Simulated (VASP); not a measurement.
# Si3Os: structure and properties in VASP, part 2 of 4

What structure does Si3Os take at this level, and what are its properties? The cell is invented: other elements were put on sites of a known structure type. It may not be a known or stable phase. Left out of this account: 1 further run (bands with TPSS: it shows nothing beyond the runs told).

VASP 6.6.1, plane waves and PAW; the level of theory is named at each step.

So far. Step 2 (Rough relaxation of the start cell): It ends with forces that vanish by symmetry and a pressure of -0.23 GPa. The relaxed cell has a = 3.861, c = 7.057 Å (conventional setting).

### Step 3. Relaxing cell and atoms (TPSS)

Level of this step: TPSS; plane waves and PAW (Si, Os); invented cell (VASP).

Properties are meant for the cell that this level of theory prefers, so cell and atoms are relaxed first (ISIF = 3) until forces and stress are small; EDIFFG sets the threshold.

INCAR reads:

```
SYSTEM = Si3Os
PREC = Accurate
ENCUT = 400
EDIFF = 1E-06
NELM = 100
ISMEAR = 0
SIGMA = 0.05
LREAL = .FALSE.
ALGO = Normal
METAGGA = TPSS
LASPH = .TRUE.
NBANDS = 16
LORBIT = 11
LWAVE = .FALSE.
LCHARG = .FALSE.
KPAR = 2
IBRION = 2
NSW = 60
ISIF = 3
EDIFFG = -0.01
```

POSCAR reads:

```
Si3Os
1.0
   -1.9303724709      1.9303724709      3.5282618812
    1.9303724709     -1.9303724709      3.5282618812
    1.9303724709      1.9303724709     -3.5282618812
Si Os
3 1
Direct
    0.5000000000      0.5000000000      0.0000000000
    0.7500000000      0.2500000000      0.5000000000
    0.2500000000      0.7500000000      0.5000000000
    0.0000000000      0.0000000000      0.0000000000
```

KPOINTS reads:

```
Automatic mesh
0
Gamma
8 8 8
0 0 0
```

PAW data sets: Si and Os (PBE family, release 64).

Command:

```
$ mpirun -np 2 vasp_std
```

The log of the run:

```text
[banner, memory and clock lines left out]
running    2 mpi-ranks, on    1 nodes
 distrk:  each k-point on    1 cores,    2 groups
 distr:  one band on    1 cores,    1 groups

 POSCAR found type information on POSCAR SiOs
 POSCAR found :  2 types and       4 ions
 [... a notice as in an earlier step ...]

 LDA part: xc-table for (None), standard interpolation
 POSCAR, INCAR and KPOINTS ok, starting setup
 FFT: planning ... GRIDC
 FFT: planning ... GRID_SOFT
 FFT: planning ... GRID
 WAVECAR not read
 entering main loop
       N       E                     dE             d eps       ncg     rms          rms(c)
DAV:   1     0.174102432708E+03    0.17410E+03   -0.10918E+04  1944   0.149E+03
DAV:   2     0.301813653204E+02   -0.14392E+03   -0.13561E+03  2616   0.375E+02
DAV:   3     0.191034796909E+02   -0.11078E+02   -0.10656E+02  2856   0.105E+02
DAV:   4     0.187059192092E+02   -0.39756E+00   -0.39661E+00  2976   0.228E+01
DAV:   5     0.186967257874E+02   -0.91934E-02   -0.91900E-02  3168   0.332E+00    0.256E+01
DAV:   6    -0.484814924033E+02   -0.67178E+02   -0.17012E+02  1928   0.107E+02    0.245E+01
DAV:   7    -0.425892528646E+02    0.58922E+01   -0.11501E+01  2600   0.229E+01    0.129E+01
DAV:   8    -0.408196329835E+02    0.17696E+01   -0.66345E+00  2888   0.157E+01    0.451E+00
DAV:   9    -0.408175328969E+02    0.21001E-02   -0.48237E-01  2632   0.465E+00    0.213E+00
DAV:  10    -0.408347415111E+02   -0.17209E-01   -0.10213E-01  2968   0.237E+00    0.100E+00
DAV:  11    -0.408110580534E+02    0.23683E-01   -0.11719E-01  2872   0.276E+00    0.401E-01
DAV:  12    -0.408116651955E+02   -0.60714E-03   -0.38458E-03  2032   0.453E-01    0.219E-01
DAV:  13    -0.408112744273E+02    0.39077E-03   -0.94469E-04  3000   0.253E-01    0.783E-02
DAV:  14    -0.408112731688E+02    0.12586E-05   -0.44413E-05  2264   0.459E-02    0.508E-02
DAV:  15    -0.408112589364E+02    0.14232E-04   -0.27189E-05  3024   0.398E-02    0.218E-02
DAV:  16    -0.408112571654E+02    0.17710E-05   -0.11141E-05  2928   0.228E-02    0.678E-03
DAV:  17    -0.408112574150E+02   -0.24962E-06   -0.35038E-07  1064   0.443E-03
   1 F= -.40811257E+02 E0= -.40809518E+02  d E =-.408113E+02
 curvature:   0.00 expect dE= 0.000E+00 dE for cont linesearch  0.000E+00
 trial: gam= 0.00000 g(F)=  0.834E-49 g(S)=  0.966E-03 ort = 0.000E+00 (trialstep = 0.100E+01)
 search vector abs. value=  0.966E-03
 bond charge predicted
       N       E                     dE             d eps       ncg     rms          rms(c)
DAV:   1    -0.408123060140E+02   -0.10488E-02   -0.35322E-02  2256   0.122E+00    0.125E-01
DAV:   2    -0.408120305353E+02    0.27548E-03   -0.12210E-03  2560   0.269E-01    0.464E-02
DAV:   3    -0.408119909687E+02    0.39567E-04   -0.17290E-04  2640   0.108E-01    0.303E-02
DAV:   4    -0.408119821966E+02    0.87721E-05   -0.38032E-05  2440   0.447E-02    0.815E-03
DAV:   5    -0.408119827021E+02   -0.50550E-06   -0.35392E-06  2016   0.126E-02
   2 F= -.40811983E+02 E0= -.40810402E+02  d E =-.725287E-03
[...]
3 F= -.40812209E+02 E0= -.40810764E+02  d E =-.951459E-03
 curvature:  -0.95 expect dE=-0.980E-03 dE for cont linesearch -0.467E-05
 trial: gam= 0.99291 g(F)=  0.732E-48 g(S)=  0.103E-02 ort = 0.688E-04 (trialstep = 0.530E+00)
 search vector abs. value=  0.212E-02
 bond charge predicted
       N       E                     dE             d eps       ncg     rms          rms(c)
DAV:   1    -0.408130281832E+02   -0.81975E-03   -0.22416E-02  2280   0.969E-01    0.231E-01
DAV:   2    -0.408126563986E+02    0.37178E-03   -0.27536E-03  2816   0.438E-01    0.623E-02
DAV:   3    -0.408125593535E+02    0.97045E-04   -0.48022E-04  2736   0.185E-01    0.626E-02
DAV:   4    -0.408125415341E+02    0.17819E-04   -0.63726E-05  2344   0.611E-02    0.822E-03
DAV:   5    -0.408125413290E+02    0.20516E-06   -0.32894E-06  2008   0.123E-02
   4 F= -.40812541E+02 E0= -.40811237E+02  d E =-.332455E-03
 trial-energy change:   -0.000332  1 .order   -0.000345   -0.000581   -0.000109
 step:   0.6834(harm=  0.6523)  dis= 0.00000  next Energy=   -40.812557 (dE=-0.348E-03)
 reached required accuracy - stopping structural energy minimisation
```

It took 2 min on 2 MPI ranks of Intel Xeon 6975P-C (Granite Rapids), shared host; peak memory 0.37 GiB.

From OUTCAR (step 3):

```text
  LATTYP: Found a body centered tetragonal cell.
 ALAT       =     3.8607449418
 C/A-ratio  =     1.8277622243

The static configuration has the point symmetry D_4h.

 Found     59 irreducible k-points:

   k-points           NKPTS =     59   k-points in BZ     NKDIM =     59   number of bands    NBANDS=     16

   dimension x,y,z NGX =    30 NGY =   30 NGZ =   30
   dimension x,y,z NGXF=    60 NGYF=   60 NGZF=   60

   ENCUT  =  400.0 eV  29.40 Ry    5.42 a.u.   7.27  7.27  7.27*2*pi/ulx,y,z

   NELECT =      20.0000    total number of electrons

 E-fermi :  11.0962

 k-point     1 :       0.0000    0.0000    0.0000
  band No.  band energies     occupation
    ...
      6       6.9979      2.00000
      7       8.2191      2.00000
      8       8.2424      2.00000
      9       9.3418      2.00000
     10       9.3418      2.00000
     11      11.5595      0.00000
     12      12.0284      0.00000
     13      13.6424      0.00000
     14      13.6424      0.00000
     15      15.3653      0.00000
    ...

 k-point     2 :       0.1250    0.0000    0.0000
  band No.  band energies     occupation
    ...
      7       7.7829      2.00000
      8       8.5556      2.00000
      9       9.2442      2.00000
     10      10.2109      2.00000
     11      10.7342      2.00000
     12      12.7647      0.00000
     13      13.3367      0.00000
     14      14.2657      0.00000
     15      14.9296      0.00000
     16      15.2666      0.00000

  Total        0.0308136      0.0308136     -0.0002982      0.0000000     -0.0000000      0.0000000
  in kB        0.9383762      0.9383762     -0.0090816      0.0000000     -0.0000000      0.0000000
  external PRESSURE =       0.6225570 kB  Pullay stress =       0.0000000 kB

  energy-cutoff  :      400.00
  volume of cell :       52.61
      direct lattice vectors                 reciprocal lattice vectors
    -1.937202745  1.937202745  3.504817887     0.000000000  0.258104115  0.142660765
     1.937202745 -1.937202745  3.504817887     0.258104115  0.000000000  0.142660765
     1.937202745  1.937202745 -3.504817887     0.258104115  0.258104115  0.000000000

 POSITION                                       TOTAL-FORCE (eV/Angst)
 -----------------------------------------------------------------------------------
      0.00000      0.00000      3.50482         0.000000     -0.000000     -0.000000
      0.00000      1.93720      1.75241         0.000000     -0.000000      0.000000
      1.93720      0.00000      1.75241        -0.000000      0.000000     -0.000000
      0.00000      0.00000     -0.00000         0.000000     -0.000000     -0.000000
 -----------------------------------------------------------------------------------
    total drift:                               -0.000000     -0.000000      0.000000

  FREE ENERGIE OF THE ION-ELECTRON SYSTEM (eV)
  ---------------------------------------------------
  free  energy   TOTEN  =       -40.8125413290 eV

  energy  without entropy=      -40.8099322364  energy(sigma->0) =      -40.81123678

 total charge
# of ion       s       p       d       tot
------------------------------------------
    1        0.786   0.787   0.000   1.573
    2        0.785   0.797   0.000   1.582
    3        0.785   0.797   0.000   1.582
    4        0.628   0.633   6.211   7.472
--------------------------------------------------
tot          2.983   3.014   6.211  12.209

[... 2 parts as in an earlier step ...]

[... 7 further parts left out ...]
```

Step by step:

| step | energy less that of the first step (eV) | largest force (eV/Å) | pressure (GPa) | volume (Å³) |
| --- | --- | --- | --- | --- |
| 1 | 0.0000 | 0.0000 | -0.10 | 52.59 |
| 2 | -0.0007 | 0.0000 | 0.24 | 52.53 |
| 3 | -0.0010 | 0.0000 | 0.50 | 52.48 |
| 4 | -0.0013 | 0.0000 | 0.06 | 52.61 |

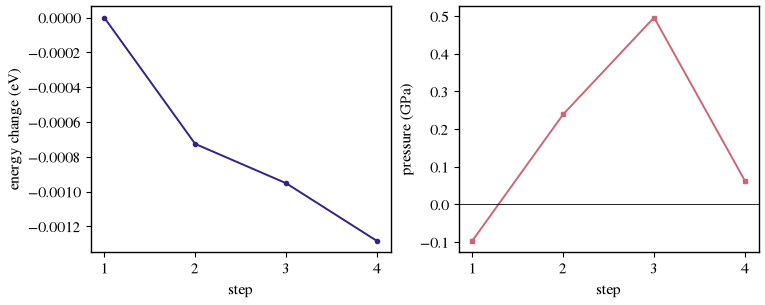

Energy and pressure along the relaxation.

| conventional cell, symmetrised | before | after | change |
| --- | --- | --- | --- |
| a (Å) | 3.861 | 3.874 | +0.4 % |
| b (Å) | 3.861 | 3.874 | +0.4 % |
| c (Å) | 7.057 | 7.010 | -0.7 % |
| volume (Å³/atom) | 13.15 | 13.15 | +0.0 % |

The relaxed structure:

```xyz
4
Lattice="-1.9372 1.9372 3.5048 1.9372 -1.9372 3.5048 1.9372 1.9372 -3.5048" Properties=species:S:1:pos:R:3 pbc="T T T"
Si    0.0000    0.0000    3.5048
Si    0.0000    1.9372    1.7524
Si    1.9372    0.0000    1.7524
Os    0.0000    0.0000    0.0000
```

Numbers from this step:

```yaml
irreducible_k_points: 59
free_energy_toten: -40.81 eV
energy_at_zero_smearing: -40.81 eV
fermi_energy: 11.10 eV
pressure: 0.06226 GPa
scf_cycles_over_all_ionic_steps: 32
```

It ends with forces that vanish by symmetry and a pressure of 0.06 GPa.

### Step 4. Single point with fields (TPSS)

The relaxed cell gets a fresh self-consistent run, on a basis set for its own volume, to fix the density and to check the remaining stress.

Changes to INCAR since step 3:

```diff
@@ -14,7 +14,5 @@
 LWAVE = .FALSE.
-LCHARG = .FALSE.
-KPAR = 2
-IBRION = 2
-NSW = 60
-ISIF = 3
-EDIFFG = -0.01
+LCHARG = .TRUE.
+ISIF = 2
+LELF = .TRUE.
+LVHAR = .TRUE.
```

POSCAR reads:

```
Si3Os
1.0
   -1.9372027446      1.9372027446      3.5048178866
    1.9372027446     -1.9372027446      3.5048178866
    1.9372027446      1.9372027446     -3.5048178866
Si Os
3 1
Direct
    0.5000000000      0.5000000000      0.0000000000
    0.7500000000      0.2500000000      0.5000000000
    0.2500000000      0.7500000000      0.5000000000
    0.0000000000      0.0000000000      0.0000000000
```

KPOINTS is that of step 3.

Command:

```
$ mpirun -np 2 vasp_std
```

The log of the run:

```text
[banner, memory and clock lines left out]
running    2 mpi-ranks, on    1 nodes
 distrk:  each k-point on    2 cores,    1 groups
 distr:  one band on    1 cores,    2 groups

 POSCAR found type information on POSCAR SiOs
 POSCAR found :  2 types and       4 ions
 [... a notice as in an earlier step ...]

 LDA part: xc-table for (None), standard interpolation
 POSCAR, INCAR and KPOINTS ok, starting setup
 FFT: planning ... GRIDC
 FFT: planning ... GRID_SOFT
 FFT: planning ... GRID
 WAVECAR not read
 entering main loop
       N       E                     dE             d eps       ncg     rms          rms(c)
DAV:   1     0.172929480258E+03    0.17293E+03   -0.11030E+04  1968   0.149E+03
DAV:   2     0.297066419891E+02   -0.14322E+03   -0.13574E+03  2584   0.378E+02
DAV:   3     0.190493025140E+02   -0.10657E+02   -0.10370E+02  2840   0.104E+02
DAV:   4     0.186777297303E+02   -0.37157E+00   -0.37040E+00  2992   0.221E+01
DAV:   5     0.186691989721E+02   -0.85308E-02   -0.85268E-02  3104   0.317E+00    0.253E+01
DAV:   6    -0.484181295030E+02   -0.67087E+02   -0.16937E+02  1936   0.107E+02    0.244E+01
DAV:   7    -0.426021940846E+02    0.58159E+01   -0.11187E+01  2576   0.229E+01    0.129E+01
DAV:   8    -0.408171113324E+02    0.17851E+01   -0.66751E+00  2880   0.158E+01    0.449E+00
DAV:   9    -0.408193292176E+02   -0.22179E-02   -0.46825E-01  2640   0.458E+00    0.216E+00
DAV:  10    -0.408375158213E+02   -0.18187E-01   -0.10608E-01  2992   0.241E+00    0.103E+00
DAV:  11    -0.408122467915E+02    0.25269E-01   -0.12102E-01  2880   0.281E+00    0.396E-01
DAV:  12    -0.408130648083E+02   -0.81802E-03   -0.41831E-03  2088   0.448E-01    0.227E-01
DAV:  13    -0.408125668313E+02    0.49798E-03   -0.12943E-03  2944   0.305E-01    0.602E-02
DAV:  14    -0.408125757964E+02   -0.89651E-05   -0.59759E-05  2152   0.525E-02    0.403E-02
DAV:  15    -0.408125692592E+02    0.65371E-05   -0.11152E-05  3088   0.255E-02    0.192E-02
DAV:  16    -0.408125676703E+02    0.15890E-05   -0.12964E-05  2904   0.256E-02    0.219E-03
DAV:  17    -0.408125678272E+02   -0.15697E-06   -0.47534E-07  1112   0.540E-03
   1 F= -.40812568E+02 E0= -.40811263E+02  d E =-.261007E-02
```

The job ended after 56 s (2 MPI ranks; peak memory 0.29 GiB; 1.8 min of CPU time).

Parts of OUTCAR (step 4):

```text
  LATTYP: Found a body centered tetragonal cell.
 ALAT       =     3.8744054892
 C/A-ratio  =     1.8092158378

The static configuration has the point symmetry D_4h.

 Found     59 irreducible k-points:

   ENCUT  =  400.0 eV  29.40 Ry    5.42 a.u.   7.25  7.25  7.25*2*pi/ulx,y,z

   NELECT =      20.0000    total number of electrons

 E-fermi :  11.0962

 k-point     1 :       0.0000    0.0000    0.0000
  band No.  band energies     occupation
    ...
      6       6.9979      2.00000
      7       8.2192      2.00000
      8       8.2423      2.00000
      9       9.3418      2.00000
     10       9.3418      2.00000
     11      11.5589      0.00000
     12      12.0284      0.00000
     13      13.6423      0.00000
     14      13.6423      0.00000
     15      15.3652      0.00000
    ...

 k-point     2 :       0.1250    0.0000    0.0000
  band No.  band energies     occupation
    ...
      7       7.7829      2.00000
      8       8.5556      2.00000
      9       9.2443      2.00000
     10      10.2109      2.00000
     11      10.7340      2.00000
     12      12.7647      0.00000
     13      13.3367      0.00000
     14      14.2657      0.00000
     15      14.9296      0.00000
     16      15.2665      0.00000

  Total        0.0309624      0.0309624     -0.0051674      0.0000000     -0.0000000      0.0000000
  in kB        0.9429097      0.9429097     -0.1573631      0.0000000     -0.0000000      0.0000000
  external PRESSURE =       0.5761521 kB  Pullay stress =       0.0000000 kB

 POSITION                                       TOTAL-FORCE (eV/Angst)
 -----------------------------------------------------------------------------------
      0.00000      0.00000      3.50482        -0.000000      0.000000     -0.000000
      0.00000      1.93720      1.75241         0.000000      0.000000      0.000000
      1.93720      0.00000      1.75241        -0.000000     -0.000000     -0.000000
      0.00000      0.00000      0.00000        -0.000000      0.000000     -0.000000
 -----------------------------------------------------------------------------------
    total drift:                               -0.000000      0.000000     -0.000000

  FREE ENERGIE OF THE ION-ELECTRON SYSTEM (eV)
  ---------------------------------------------------
  free  energy   TOTEN  =       -40.8125678272 eV

  energy  without entropy=      -40.8099577572  energy(sigma->0) =      -40.81126279

 total charge
# of ion       s       p       d       tot
------------------------------------------
    1        0.786   0.787   0.000   1.573
    2        0.785   0.797   0.000   1.582
    3        0.785   0.797   0.000   1.582
    4        0.628   0.633   6.211   7.473
--------------------------------------------------
tot          2.983   3.014   6.211  12.209

[... 4 parts as in an earlier step ...]

[... 7 further parts left out ...]
```

This step gave:

```
SCF cycles : 17
pressure   : 0.05762 GPa
```

Valence electrons inside each PAW sphere by angular momentum. Sphere charges, by row:

| atom | s (e) | p (e) | d (e) | tot (e) |
| --- | --- | --- | --- | --- |
| Si1 | 0.786 | 0.787 | 0 | 1.573 |
| Si2 | 0.785 | 0.797 | 0 | 1.582 |
| Si3 | 0.785 | 0.797 | 0 | 1.582 |
| Os4 | 0.628 | 0.633 | 6.211 | 7.473 |

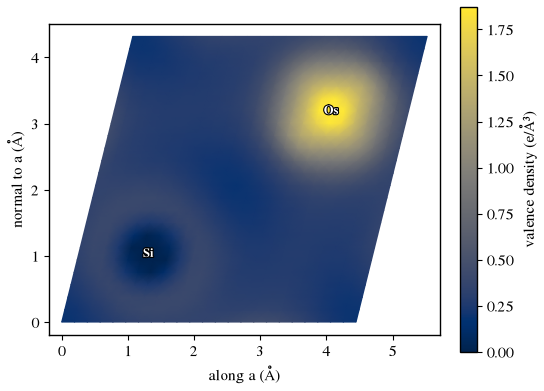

Valence density in the ab plane of the cell as run, not the conventional one, at fractional z = 0.000, with atoms of Si and Os within 0.2 Å of it. It is the smooth field of the valence electrons, not physical close to the nuclei. The map starts off the cell's origin, so that atoms lie inside it.

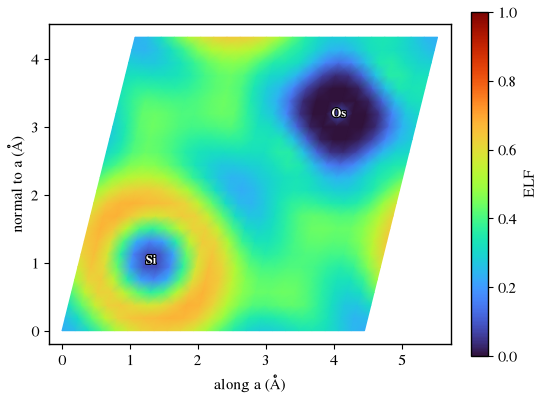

ELF in the ab plane of the cell as run, not the conventional one, at fractional z = 0.000, with atoms of Si and Os within 0.2 Å of it. It is the smooth field of the valence electrons, not physical close to the nuclei. The map starts off the cell's origin, so that atoms lie inside it.

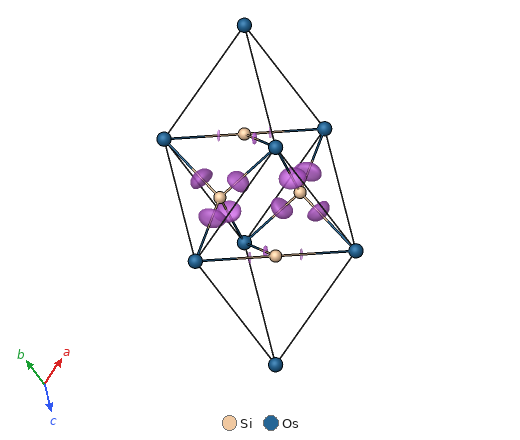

Surface of ELF = 0.68. Drawn on the cell as run, not the conventional one. Bonds to atoms that aren't drawn are left out.

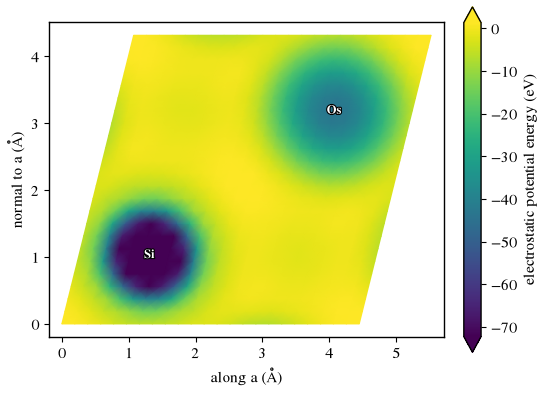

Electrostatic potential energy in the ab plane of the cell as run, not the conventional one, at fractional z = 0.000, with atoms of Si and Os within 0.2 Å of it. With pseudopotentials it is smooth inside the atoms' cores, unlike the true potential. The map starts off the cell's origin, so that atoms lie inside it.

In this run the pressure is 0.06 GPa, small enough to go on.

(Part 2 of 4 ends here.)

[Lines on the potential files, build, host, timing and source positions are cut from VASP's logs without a mark.]

[Logs are printed without paths, hosts, clocks, repeated set-up lines and the standing remarks that a program may print on its own settings, such as how far it seeks lower states.]

[Hosts, paths, dates, database ids (printed as entryN), source tags and the programs' standing remarks are cut or masked in the printed files.]

[A measured line is paired with the nearest computed mode of its activity, which favours agreement.]
